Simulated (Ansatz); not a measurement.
**Nudged elastic band, with input and output: Si2H4OF4**

System: Si2H4OF4.
Method: RKS LDA/def2-SVP (Ansatz 0.2.0).

It belongs to a series of runs on one base structure; here: band between the two ends. Figures and captions count atoms from 1; the log counts them from 0 in places.

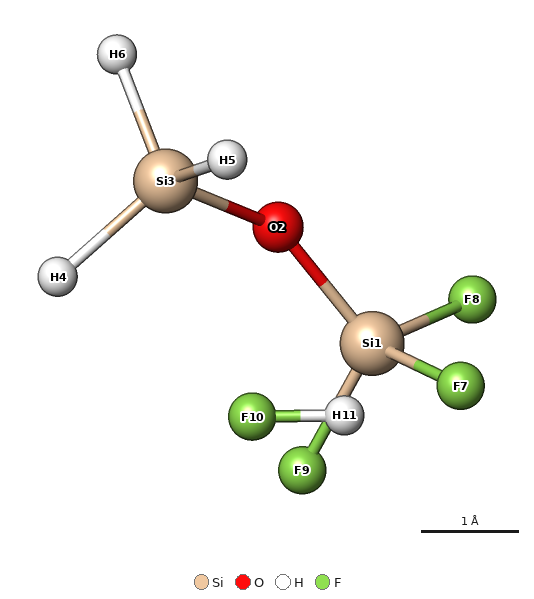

*The starting structure (ball-and-stick view, seen at a tilt; atoms are numbered from 1 in the order of the input).*

Bond lengths as drawn: F–H 0.96 Å, F–Si 1.59 to 1.63 Å, H–Si 1.50 Å and O–Si 1.60 to 1.69 Å.

## Input file
```yaml
crystal:
  periodic: [false, false, false]
  atoms:
    - { symbol: Si, position_ang: [-0.220176, 0.26605, 0.051079] }
    - { symbol: O, position_ang: [-0.965602, 0.389132, 1.457938] }
    - { symbol: Si, position_ang: [-1.269746, -0.441576, 2.892732] }
    - { symbol: H, position_ang: [-1.90419, -1.768878, 2.613228] }
    - { symbol: H, position_ang: [-0.002577, -0.567865, 3.685767] }
    - { symbol: H, position_ang: [-2.231794, 0.441092, 3.634424] }
    - { symbol: F, position_ang: [1.346603, -0.134745, 0.25038] }
    - { symbol: F, position_ang: [-0.189783, 1.672417, -0.6876] }
    - { symbol: F, position_ang: [-0.842406, -0.797447, -0.950433] }
    - { symbol: F, position_ang: [0.405664, -2.042313, 1.435706] }
    - { symbol: H, position_ang: [1.121604, -1.500769, 1.109678] }
basis:
  gaussian: { orbitals: def2-SVP }
hamiltonian:
  xc: lda
neb:
  order_check: false
  images: 5
  f_tol: 0.05
  max_iterations: 60
  final_atoms:
    - { symbol: Si, position_ang: [-0.02942701, -0.33435424, -0.08417394] }
    - { symbol: O, position_ang: [0.18734853, -0.58130882, 1.88901645] }
    - { symbol: Si, position_ang: [-1.14314637, -0.32002611, 2.95249761] }
    - { symbol: H, position_ang: [-2.29413292, -1.21187659, 2.60816541] }
    - { symbol: H, position_ang: [-0.57953545, -0.71423458, 4.29113776] }
    - { symbol: H, position_ang: [-1.47813596, 1.13393327, 2.92531442] }
    - { symbol: F, position_ang: [1.15837608, 0.72954793, 0.06395811] }
    - { symbol: F, position_ang: [-1.50163334, 0.11892541, 0.45839168] }
    - { symbol: F, position_ang: [-0.3556449, -0.17629324, -1.65079631] }
    - { symbol: F, position_ang: [0.41933694, -1.88441787, -0.09300727] }
    - { symbol: H, position_ang: [0.86419139, -1.24479715, 2.1323951] }
  initial_path:
    images:
      - { positions_ang: [[-0.220176, 0.26605, 0.051079], [-0.965602, 0.389132, 1.457938], [-1.269746, -0.441576, 2.892732], [-1.90419, -1.768878, 2.613228], [-0.002577, -0.567865, 3.685767], [-2.231794, 0.441092, 3.634424], [1.346603, -0.134745, 0.25038], [-0.189783, 1.672417, -0.6876], [-0.842406, -0.797447, -0.950433], [0.405664, -2.042313, 1.435706], [1.121604, -1.500769, 1.109678]] }
      - { positions_ang: [[-0.15218359, 0.18716854, 0.03536905], [-0.63987895, 0.25351592, 1.64969607], [-1.27746489, -0.44005915, 2.93024602], [-2.01409499, -1.59454748, 2.48744857], [-0.27453868, -0.77988238, 3.84167798], [-2.14174186, 0.55201268, 3.58041542], [1.38966023, -0.07959511, -0.01512243], [-0.3806301, 1.56301215, -0.62006766], [-0.8223287, -0.94824087, -0.81527793], [0.59270019, -1.85794752, 1.14095455], [0.96809833, -1.34033877, 1.27755938]] }
      - { positions_ang: [[-0.08419119, 0.10828707, 0.01965909], [-0.3141559, 0.11789985, 1.84145414], [-1.28518378, -0.4385423, 2.96776003], [-2.12399997, -1.42021697, 2.36166914], [-0.54650035, -0.99189977, 3.99758895], [-2.05168972, 0.66293335, 3.52640684], [1.43271746, -0.02444522, -0.28062487], [-0.57147719, 1.45360731, -0.55253533], [-0.80225141, -1.09903475, -0.68012286], [0.77973639, -1.67358203, 0.8462031], [0.81459266, -1.17990854, 1.44544076]] }
      - { positions_ang: [[-0.01619878, 0.02940561, 0.00394914], [0.01156715, -0.01771623, 2.0332122], [-1.29290266, -0.43702545, 3.00527405], [-2.23390496, -1.24588645, 2.23588971], [-0.81846203, -1.20391715, 4.15349993], [-1.96163757, 0.77385403, 3.47239826], [1.47577469, 0.03070468, -0.5461273], [-0.76232429, 1.34420246, -0.48500299], [-0.78217411, -1.24982862, -0.54496779], [0.96677258, -1.48921655, 0.55145165], [0.66108699, -1.01947831, 1.61332215]] }
      - { positions_ang: [[-0.02060819, -0.09184767, -0.02542522], [0.07016094, -0.20558042, 1.98514695], [-1.2429839, -0.39802567, 2.9876819], [-2.25398094, -1.23454983, 2.35998161], [-0.73881984, -1.04068963, 4.1993792], [-1.80047037, 0.89388044, 3.29003698], [1.36997515, 0.26365243, -0.3427655], [-1.00876064, 0.93577677, -0.1705381], [-0.63999771, -0.8919835, -0.9135773], [0.78429403, -1.62095032, 0.33663201], [0.72878846, -1.09458459, 1.78634646]] }
      - { positions_ang: [[-0.0250176, -0.21310096, -0.05479958], [0.12875474, -0.39344462, 1.9370817], [-1.19306514, -0.35902589, 2.97008976], [-2.27405693, -1.22321321, 2.48407351], [-0.65917764, -0.87746211, 4.24525848], [-1.63930316, 1.01390685, 3.1076757], [1.26417562, 0.49660018, -0.13940369], [-1.25519699, 0.52735109, 0.14392679], [-0.4978213, -0.53413837, -1.28218681], [0.60181549, -1.75268409, 0.12181237], [0.79648993, -1.16969087, 1.95937078]] }
      - { positions_ang: [[-0.02942701, -0.33435424, -0.08417394], [0.18734853, -0.58130882, 1.88901645], [-1.14314637, -0.32002611, 2.95249761], [-2.29413292, -1.21187659, 2.60816541], [-0.57953545, -0.71423458, 4.29113776], [-1.47813596, 1.13393327, 2.92531442], [1.15837608, 0.72954793, 0.06395811], [-1.50163334, 0.11892541, 0.45839168], [-0.3556449, -0.17629324, -1.65079631], [0.41933694, -1.88441787, -0.09300727], [0.86419139, -1.24479715, 2.1323951]] }
```

Run as:
```bash
ansatz run input.yaml --threads 4 --pin off --max-ram 5120MiB --backend cpu --events-out ev --progress --plain --runs-dir out
```

## The program's output
```
Engine: ansatz 0.2.0, x86_64-unknown-linux-gnu
Functional definition: SPW92
  exchange = slater_x
  correlation = pw_c
1359 factors; their error is unknown
mean field evaluation 1: about -28571.4080 eV, gradient 7.2e1 eV
mean field evaluation 2: about -28546.6527 eV, gradient 1.4e2 eV
mean field evaluation 4: about -28579.7170 eV, gradient 7.3e0 eV
mean field evaluation 8: about -28579.8017 eV, gradient 1.0e-1 eV
mean field evaluation 16: about -28579.7013 eV, gradient 3.2e-4 eV
mean field -28579.70127358 eV, -1050.2846497869 hartree, gradient 7.3e-5 eV, S^2 0.000000; 0 other end points of the search recorded, 0 dependent functions left out
the calculation of the forces begins
reference -28579.70130810 eV, -1050.2846510552 hartree; 38, 38 occupied and 88, 88 virtual orbitals, 1359 factors
1359 factors; their error is unknown
mean field evaluation 32: about -28579.9498 eV, gradient 1.5e-3 eV
mean field -28579.94983900 eV, -1050.2937843976 hartree, gradient 4.4e-5 eV, S^2 0.000000; 0 other end points of the search recorded, 0 dependent functions left out
[... from here on the field's lines of each further geometry are left out, up to the last ...]
NEB iter   1: max|band force component| = 4.081e1 eV/Å  barrier→ = 5.7754 eV  barrier← = 6.0239 eV  Δτ_max = 0.2000 Å  (189 SCF iters)
NEB iter   2: max|band force component| = 7.480e0 eV/Å  barrier→ = 1.7086 eV  barrier← = 1.9572 eV  Δτ_max = 0.2000 Å  (166 SCF iters)
NEB iter   3: max|band force component| = 2.863e0 eV/Å  barrier→ = 0.5802 eV  barrier← = 0.8287 eV  Δτ_max = 0.1034 Å  (158 SCF iters)
NEB iter   4: max|band force component| = 1.173e0 eV/Å  barrier→ = 0.4046 eV  barrier← = 0.6532 eV  Δτ_max = 0.0907 Å  (141 SCF iters)
NEB iter   5: max|band force component| = 4.187e-1 eV/Å  barrier→ = 0.3910 eV  barrier← = 0.6395 eV  CI = image 3  Δτ_max = 0.1094 Å  (141 SCF iters)
NEB iter   6: max|band force component| = 5.308e-1 eV/Å  barrier→ = 0.3525 eV  barrier← = 0.6011 eV  CI = image 3  Δτ_max = 0.0550 Å  (137 SCF iters)
NEB iter   7: max|band force component| = 3.561e-1 eV/Å  barrier→ = 0.3268 eV  barrier← = 0.5754 eV  CI = image 3  Δτ_max = 0.0552 Å  (141 SCF iters)
NEB iter   8: max|band force component| = 3.362e-1 eV/Å  barrier→ = 0.2977 eV  barrier← = 0.5463 eV  CI = image 3  Δτ_max = 0.0551 Å  (139 SCF iters)
NEB iter   9: max|band force component| = 3.321e-1 eV/Å  barrier→ = 0.2709 eV  barrier← = 0.5194 eV  CI = image 3  Δτ_max = 0.0549 Å  (142 SCF iters)
NEB iter  10: max|band force component| = 2.771e-1 eV/Å  barrier→ = 0.2454 eV  barrier← = 0.4939 eV  CI = image 3  Δτ_max = 0.0549 Å  (141 SCF iters)
NEB iter  11: max|band force component| = 9.243e-1 eV/Å  barrier→ = 0.2237 eV  barrier← = 0.4723 eV  CI = image 2  Δτ_max = 0.0275 Å  (140 SCF iters)
NEB iter  12: max|band force component| = 8.565e-1 eV/Å  barrier→ = 0.2222 eV  barrier← = 0.4707 eV  CI = image 2  Δτ_max = 0.0553 Å  (142 SCF iters)
NEB iter  13: max|band force component| = 7.650e-1 eV/Å  barrier→ = 0.2199 eV  barrier← = 0.4684 eV  CI = image 2  Δτ_max = 0.0551 Å  (138 SCF iters)
NEB iter  14: max|band force component| = 3.427e-1 eV/Å  barrier→ = 0.2104 eV  barrier← = 0.4589 eV  CI = image 2  Δτ_max = 0.1081 Å  (140 SCF iters)
NEB iter  15: max|band force component| = 4.869e-1 eV/Å  barrier→ = 0.2085 eV  barrier← = 0.4571 eV  CI = image 2  Δτ_max = 0.0555 Å  (140 SCF iters)
NEB iter  16: max|band force component| = 1.694e-1 eV/Å  barrier→ = 0.2081 eV  barrier← = 0.4566 eV  CI = image 2  Δτ_max = 0.0881 Å  (142 SCF iters)
NEB iter  17: max|band force component| = 9.016e-2 eV/Å  barrier→ = 0.2077 eV  barrier← = 0.4563 eV  CI = image 2  Δτ_max = 0.0205 Å  (142 SCF iters)
NEB iter  18: max|band force component| = 5.315e-2 eV/Å  barrier→ = 0.2076 eV  barrier← = 0.4561 eV  CI = image 2  Δτ_max = 0.1106 Å  (145 SCF iters)
NEB iter  19: max|band force component| = 1.393e-1 eV/Å  barrier→ = 0.2074 eV  barrier← = 0.4560 eV  CI = image 2  Δτ_max = 0.0332 Å  (141 SCF iters)
the calculation of the forces begins
reference -28579.83077017 eV, -1050.2894086986 hartree; 38, 38 occupied and 88, 88 virtual orbitals, 1359 factors
1359 factors; their error is unknown
mean field -28579.49400796 eV, -1050.2770329155 hartree, gradient 1.0e-5 eV, S^2 0.000000; 1 other end points of the search recorded, 0 dependent functions left out
the calculation of the forces begins
reference -28579.49404073 eV, -1050.2770341201 hartree; 38, 38 occupied and 88, 88 virtual orbitals, 1359 factors
NEB iter  20: max|band force component| = 3.564e-2 eV/Å  barrier→ = 0.2073 eV  barrier← = 0.4558 eV  CI = image 2  Δτ_max = 0.0000 Å  (279 SCF iters)
```

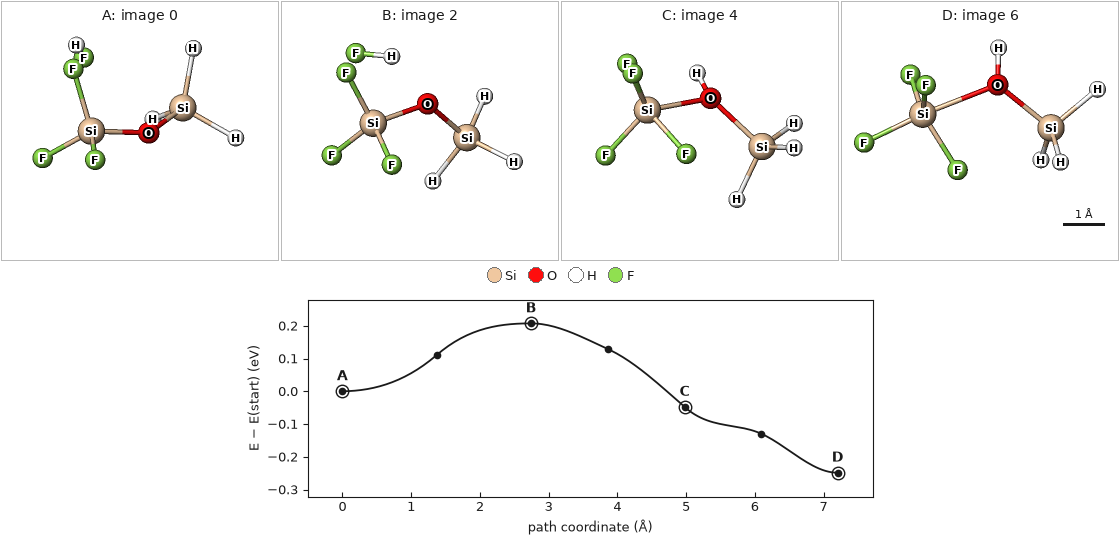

*Images of the last band (counted from 0; ball-and-stick, seen at a tilt) above the energy along the path; the line is a cubic interpolation that uses the forces.*

The highest image is number 2, 0.207 eV above the start and 0.456 eV above the end (the climbing image); the end lies 0.249 eV below the start. The path is 7.21 Å long. The band converged in 20 iterations.

```
Total energy: -28579.49404073 eV, -1050.2770341201 hartree
Atom 0 at    -0.125789     0.109267     0.092126 Å, force     0.013911    -0.011015    -0.005690 eV/Å
Atom 1 at    -0.085598     0.005277     1.729958 Å, force    -0.010188     0.006440     0.008350 eV/Å
Atom 2 at    -1.306929    -0.384980     2.840753 Å, force    -0.003023    -0.002342    -0.005886 eV/Å
Atom 3 at    -2.334835    -1.221091     2.135304 Å, force    -0.001036     0.000327    -0.001496 eV/Å
Atom 4 at    -0.636400    -1.157226     3.936229 Å, force     0.000638     0.001494     0.000401 eV/Å
Atom 5 at    -1.909995     0.885164     3.361587 Å, force     0.004906    -0.000952     0.005174 eV/Å
Atom 6 at     1.349000     0.254880    -0.469658 Å, force    -0.002530    -0.001600    -0.002524 eV/Å
Atom 7 at    -0.922723     1.435092    -0.294147 Å, force    -0.002580     0.007994     0.003768 eV/Å
Atom 8 at    -0.919903    -1.093183    -0.573667 Å, force     0.000732    -0.004656     0.000204 eV/Å
Atom 9 at     1.146600    -2.028575     1.075719 Å, force     0.001211    -0.003322    -0.002527 eV/Å
Atom 10 at     0.994167    -1.289527     1.658694 Å, force    -0.002041     0.007633     0.000225 eV/Å
Dipole moment:    -0.303102     0.161753     0.550293 e Å
this run last wrote the band of iteration 20 to [file]
```

## The last band as extended XYZ (Å, eV, eV/Å)
```
11
Properties=species:S:1:pos:R:3:forces:R:3 image=0 energy=-28579.70127
Si   -0.2202    0.2661    0.0511    0.0002  -0.0069  -0.0006
O    -0.9656    0.3891    1.4579   -0.0028   0.0067  -0.0058
Si   -1.2697   -0.4416    2.8927    0.0031  -0.0041  -0.0016
H    -1.9042   -1.7689    2.6132   -0.0007   0.0006   0.0019
H    -0.0026   -0.5679    3.6858   -0.0004   0.0007   0.0006
H    -2.2318    0.4411    3.6344   -0.0009   0.0012   0.0015
F     1.3466   -0.1347    0.2504    0.0029  -0.0004   0.0022
F    -0.1898    1.6724   -0.6876   -0.0038  -0.0002   0.0024
F    -0.8424   -0.7974   -0.9504    0.0009   0.0042   0.0005
F     0.4057   -2.0423    1.4357   -0.0014   0.0011  -0.0004
H     1.1216   -1.5008    1.1097    0.0029  -0.0028  -0.0007
11
Properties=species:S:1:pos:R:3:forces:R:3 image=1 energy=-28579.59021
Si   -0.2016    0.1953    0.1132   -0.0117   0.0146   0.0030
O    -0.4877    0.3903    1.6781   -0.0868   0.0749  -0.0239
Si   -1.3355   -0.4159    2.8838    0.0076  -0.0128   0.0117
H    -2.2396   -1.4274    2.2402    0.0133  -0.0331   0.0193
H    -0.3925   -1.0607    3.8529    0.0385   0.0138  -0.0123
H    -2.1390    0.6449    3.5779   -0.0321  -0.0383   0.0389
F     1.3839   -0.0460   -0.0997    0.0105  -0.0554   0.0571
F    -0.5554    1.5305   -0.6748    0.0669   0.0150  -0.0566
F    -0.9969   -0.9895   -0.5844   -0.0139   0.0180   0.0020
F     0.7839   -1.9701    1.3952   -0.0674   0.0025   0.0574
H     1.4280   -1.3364    1.1103    0.0751   0.0007  -0.0965
11
Properties=species:S:1:pos:R:3:forces:R:3 image=2 energy=-28579.49401
Si   -0.1258    0.1093    0.0921    0.0139  -0.0110  -0.0057
O    -0.0856    0.0053    1.7300   -0.0102   0.0064   0.0083
Si   -1.3069   -0.3850    2.8408   -0.0030  -0.0023  -0.0059
H    -2.3348   -1.2211    2.1353   -0.0010   0.0003  -0.0015
H    -0.6364   -1.1572    3.9362    0.0006   0.0015   0.0004
H    -1.9100    0.8852    3.3616    0.0049  -0.0010   0.0052
F     1.3490    0.2549   -0.4697   -0.0025  -0.0016  -0.0025
F    -0.9227    1.4351   -0.2941   -0.0026   0.0080   0.0038
F    -0.9199   -1.0932   -0.5737    0.0007  -0.0047   0.0002
F     1.1466   -2.0286    1.0757    0.0012  -0.0033  -0.0025
H     0.9942   -1.2895    1.6587   -0.0020   0.0076   0.0002
11
Properties=species:S:1:pos:R:3:forces:R:3 image=3 energy=-28579.57229
Si   -0.0631   -0.0820    0.1610    0.0141  -0.0028   0.0093
O    -0.0603   -0.3369    1.8048   -0.0247  -0.0446   0.0118
Si   -1.3691   -0.3094    2.8829    0.0016   0.0068   0.0176
H    -2.5127   -1.0468    2.2470   -0.0214   0.0247   0.0086
H    -0.8733   -1.0355    4.0973   -0.0257   0.0083   0.0163
H    -1.7501    1.1006    3.2152    0.0165   0.0271  -0.0224
F     1.2743    0.5515   -0.4153    0.0062   0.0441   0.0011
F    -1.1518    1.0927    0.0170   -0.0076  -0.0344   0.0348
F    -0.6922   -1.2553   -0.7098    0.0135  -0.0312  -0.0166
F     1.3959   -1.7286    0.6667    0.0261   0.0243  -0.0519
H     1.0500   -1.4353    1.5262    0.0015  -0.0224  -0.0086
11
Properties=species:S:1:pos:R:3:forces:R:3 image=4 energy=-28579.74903
Si    0.1296   -0.3008    0.0783    0.0404  -0.0422  -0.0303
O     0.0864   -0.5836    1.8884    0.0282  -0.0926   0.0548
Si   -1.3307   -0.3077    2.8650    0.0176   0.0031  -0.0244
H    -2.4983   -0.9490    2.1886   -0.0060   0.0189  -0.0145
H    -0.9542   -1.0530    4.1142   -0.0433   0.0214   0.0065
H    -1.4870    1.1515    3.1244    0.0543   0.0147  -0.0269
F     1.1161    0.8004   -0.5412   -0.0266   0.0610  -0.0329
F    -1.0972    0.7580    0.4498    0.0353  -0.1048   0.0877
F    -0.7795   -1.2044   -0.8908   -0.0107  -0.0040  -0.0452
F     1.3175   -1.4696    0.2505   -0.0113   0.0810  -0.0964
H     0.7448   -1.3268    1.9655   -0.0779   0.0436   0.1216
11
Properties=species:S:1:pos:R:3:forces:R:3 image=5 energy=-28579.83074
Si    0.0423   -0.3632    0.0045   -0.0178  -0.0208   0.0298
O     0.1430   -0.6352    1.8817    0.0140   0.0217  -0.0114
Si   -1.2359   -0.2797    2.8849    0.0336  -0.0201   0.0049
H    -2.4537   -0.9849    2.3836   -0.0059   0.0115   0.0154
H    -0.7915   -0.9228    4.1720   -0.0003   0.0314   0.0201
H    -1.3613    1.1960    3.0577   -0.0117   0.0024  -0.0257
F     1.0487    0.8685   -0.1457    0.0117   0.0115   0.0459
F    -1.3567    0.3645    0.5370   -0.0385  -0.0349  -0.0046
F    -0.5967   -0.7141   -1.4309    0.0213   0.0347  -0.0503
F     1.0149   -1.6807    0.0382   -0.0138  -0.0225  -0.0269
H     0.7945   -1.3333    2.1099    0.0075  -0.0151   0.0028
11
Properties=species:S:1:pos:R:3:forces:R:3 image=6 energy=-28579.94984
Si   -0.0294   -0.3344   -0.0842   -0.0097   0.0002   0.0031
O     0.1873   -0.5813    1.8890   -0.0013  -0.0134   0.0066
Si   -1.1431   -0.3200    2.9525   -0.0074   0.0075  -0.0012
H    -2.2941   -1.2119    2.6082   -0.0022  -0.0048   0.0039
H    -0.5795   -0.7142    4.2911    0.0033   0.0043  -0.0072
H    -1.4781    1.1339    2.9253    0.0001   0.0023   0.0073
F     1.1584    0.7295    0.0640    0.0082   0.0030  -0.0043
F    -1.5016    0.1189    0.4584    0.0026  -0.0031  -0.0020
F    -0.3556   -0.1763   -1.6508    0.0021  -0.0010  -0.0018
F     0.4193   -1.8844   -0.0930    0.0052   0.0066   0.0017
H     0.8642   -1.2448    2.1324   -0.0009  -0.0016  -0.0061
```

## Key numbers

- outcome: converged
- barrier, forward: 0.207 eV
- barrier, backward: 0.456 eV
- hardware: 4 threads of AMD EPYC (Zen 5), 16 GiB of memory available, shared host
- wall time: 36 s (CPU time 2 min)
- peak memory: 0.2 GiB

## Notes

The order of the saddle point was not checked.
